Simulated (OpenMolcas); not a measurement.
Ir³⁺ complex: multiconfigurational calculation (part 2 of 2)

Continued. System: Ir³⁺ with 6 ligands (F; octahedron, 1.99 Å), neutralised by 6 outer point charges of +0.5 e, whose field is part of the energies. Method: state-averaged CASSCF, active space 6 electrons in the shell 5d, basis ANO-RCC-VTZP on the metal and ANO-RCC-VDZP on the ligands, DKH2 scalar Hamiltonian, spin-orbit coupling by RASSI with atomic mean-field integrals (OpenMolcas).

### Log (extracts), continued
```
--- RASSI ---
SPIN-FREE ENERGIES:
  (Shifted by EMIN (a.u.) =     -18408.9163072474)

 SF State       Relative EMIN(au)   Rel lowest level(eV)    D:o, cm**(-1)

    51             0.0000000000        0.0000000000              0.0000
     6             0.0777677644        2.1161686753          17068.0514
     7             0.0777677644        2.1161686753          17068.0514
     8             0.0777677644        2.1161686753          17068.0514
     9             0.1004184977        2.7325265274          22039.3128
    10             0.1004184977        2.7325265274          22039.3128
    11             0.1004184983        2.7325265422          22039.3129
    52             0.1068011760        2.9062080529          23440.1487
    53             0.1068011760        2.9062080529          23440.1487
    54             0.1068011760        2.9062080529          23440.1487
     3             0.1119896764        3.0473943388          24578.8929
     1             0.1119896764        3.0473943388          24578.8929
     2             0.1119896764        3.0473943388          24578.8929
    55             0.1522535548        4.1430302876          33415.7928
    56             0.1522535548        4.1430302876          33415.7928
    57             0.1522535554        4.1430303031          33415.7929
    12             0.1854028348        5.0450681475          40691.2188
    13             0.1854028348        5.0450681475          40691.2188
    14             0.1854028348        5.0450681475          40691.2188
    17             0.1895106843        5.1568484295          41592.7876
    15             0.1895106843        5.1568484295          41592.7876
    16             0.1895106843        5.1568484295          41592.7876
    18             0.2020284424        5.4974739777          44340.1179
    19             0.2020284424        5.4974739777          44340.1179
    20             0.2038978377        5.5483428154          44750.4028
    21             0.2038978377        5.5483428154          44750.4028
    22             0.2038978377        5.5483428154          44750.4028
    25             0.2149604545        5.8493719555          47178.3665
    23             0.2149604545        5.8493719555          47178.3665
    24             0.2149604545        5.8493719555          47178.3665
    58             0.2210751993        6.0157626381          48520.3979
    59             0.2210751993        6.0157626381          48520.3979
    60             0.2210751993        6.0157626381          48520.3979
    61             0.2235364502        6.0827366860          49060.5800
    62             0.2235364502        6.0827366860          49060.5800
     4             0.2274979258        6.1905339288          49930.0234
     5             0.2274979265        6.1905339469          49930.0235
    63             0.2281688875        6.2087917280          50077.2825
    64             0.2508147371        6.8250166877          55047.4720
    65             0.2508147371        6.8250166877          55047.4720
Eigenvalues of complex Hamiltonian:
   -----------------------------------
  (Shifted by EMIN (a.u.) =     -18408.9163072474)

 SO State       Relative EMIN(au)   Rel lowest level(eV)    D:o, cm**(-1)

     1            -0.0203044788        0.0000000000              0.0000
     2             0.0485008851        1.8722893315          15101.0319
     3             0.0485008850        1.8722893293          15101.0318
     4             0.0541732564        2.0266424194          16345.9735
     5             0.0541732565        2.0266424203          16345.9735
     6             0.0541732564        2.0266424192          16345.9735
     7             0.0550814357        2.0513552363          16545.2958
     8             0.0550814358        2.0513552382          16545.2958
     9             0.0550814358        2.0513552389          16545.2958
    10             0.0762256954        2.6267198545          21185.9244
    11             0.0813774944        2.7669074472          22316.6136
    12             0.0813774944        2.7669074479          22316.6136
    13             0.0813774944        2.7669074460          22316.6136
    14             0.0861588693        2.8970152845          23366.0041
    15             0.0861588692        2.8970152841          23366.0041
    16             0.0861588692        2.8970152830          23366.0041
    17             0.0909526786        3.0274614815          24418.1236
    18             0.0909526787        3.0274614856          24418.1236
    19             0.1009760237        3.3002105964          26617.9936
    20             0.1009760237        3.3002105966          26617.9936
    21             0.1009760237        3.3002105965          26617.9936
    22             0.1063225685        3.4456974916          27791.4245
    23             0.1069846345        3.4637132271          27936.7312
    24             0.1069846347        3.4637132329          27936.7313
    25             0.1069846347        3.4637132331          27936.7313
    26             0.1128559159        3.6234789331          29225.3285
    27             0.1128559160        3.6234789364          29225.3286
    28             0.1154217548        3.6932989646          29788.4651
    29             0.1154217549        3.6932989680          29788.4651
    30             0.1154217549        3.6932989675          29788.4651
    31             0.1228369598        3.8950769743          31415.9145
    32             0.1228369598        3.8950769743          31415.9145
    33             0.1228369598        3.8950769743          31415.9145
    34             0.1262666315        3.9884030950          32168.6404
    35             0.1262666315        3.9884030950          32168.6404
    36             0.1262666315        3.9884030949          32168.6404
    37             0.1301009371        4.0927398654          33010.1732
    38             0.1396386627        4.3522745994          35103.4620
    39             0.1396386627        4.3522745998          35103.4620
    40             0.1396386631        4.3522746111          35103.4621
    41             0.1634122279        4.9991862642          40321.1565
Weights of the five most important spin-orbit-free states for each spin-orbit state.

 SO State  Total energy (au)           Spin-free states, spin, and weights
 -------------------------------------------------------------------------------------------------------
    1        -0.020304      51 0.0  0.8109    6 1.0  0.0573    7 1.0  0.0573    8 1.0  0.0573    2 2.0  0.0029
    2         0.048501       8 1.0  0.2984    7 1.0  0.2931   11 1.0  0.1285    2 2.0  0.0882    9 1.0  0.0594
    3         0.048501       6 1.0  0.3883   10 1.0  0.1208    7 1.0  0.1134    8 1.0  0.1081    1 2.0  0.0938
    4         0.054173       7 1.0  0.3857    8 1.0  0.3832    3 2.0  0.0509    2 2.0  0.0508   55 0.0  0.0248
    5         0.054173       6 1.0  0.3854    7 1.0  0.2011    8 1.0  0.1856    1 2.0  0.0509    2 2.0  0.0508
    6         0.054173       6 1.0  0.3834    8 1.0  0.2034    7 1.0  0.1854    1 2.0  0.0508    3 2.0  0.0508
    7         0.055081       7 1.0  0.2003    8 1.0  0.1996    1 2.0  0.1761    9 1.0  0.1308   10 1.0  0.1308
    8         0.055081       6 1.0  0.2001    3 2.0  0.1655    7 1.0  0.1472   11 1.0  0.1308   10 1.0  0.1220
    9         0.055081       6 1.0  0.1998    2 2.0  0.1643    8 1.0  0.1477   11 1.0  0.1308    9 1.0  0.1220
   10         0.076226      51 0.0  0.1561    6 1.0  0.1536    7 1.0  0.1536    8 1.0  0.1536    2 2.0  0.1058
   11         0.081377       6 1.0  0.1765   11 1.0  0.1639    9 1.0  0.1560    8 1.0  0.1239   54 0.0  0.1030
   12         0.081377       6 1.0  0.1767   11 1.0  0.1639   10 1.0  0.1560    7 1.0  0.1233    1 2.0  0.0864
```

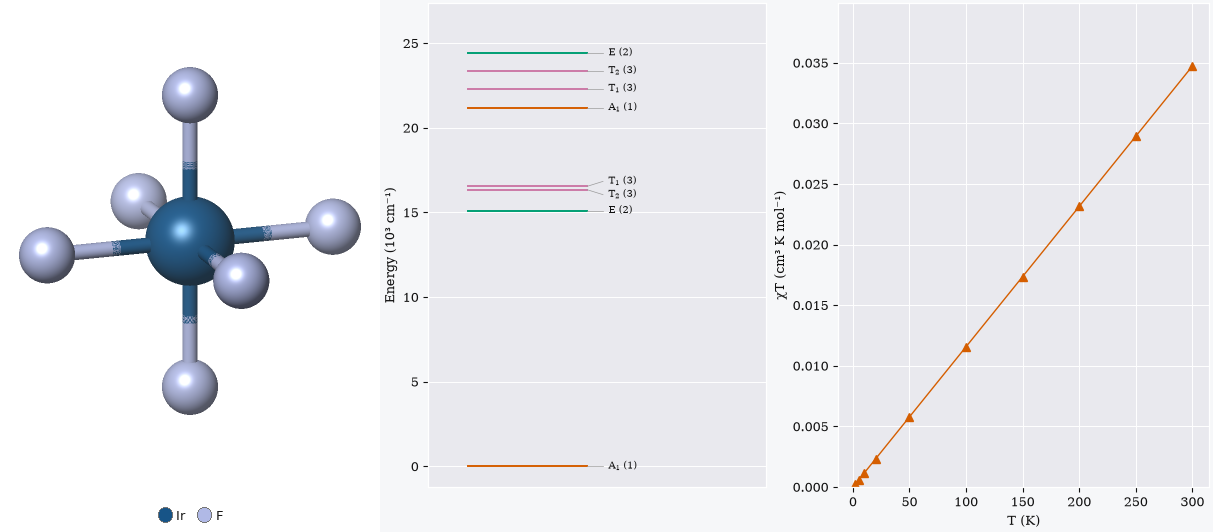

Ir³⁺ (5d⁶) with 6 ligands, F⁻, at 1.99 Å (arrangement: octahedron, Oh), neutralised by outer point charges of +0.5 e, and its levels and susceptibility. Labels give the representation in O, Td, D4 or D3 as the site allows (double group for half-integer spin) where it could be assigned and, in brackets, the degeneracy; spin-free states, where drawn, share the zero of the spin-orbit levels. Powder susceptibility by Van Vleck's formula. The ground level is A₁, non-degenerate, 81 % from states of spin multiplicity 1. The next level lies at 15,100 cm⁻¹ (E). χT is close to 0 cm³ K mol⁻¹ at 2 K and 0.0347 at 300 K, an effective moment of 0.53 μB. The active orbitals hold 79 to 91 % metal character (Löwdin), and the Mulliken charge of the metal is +1.77.

Outcome of the run: converged.
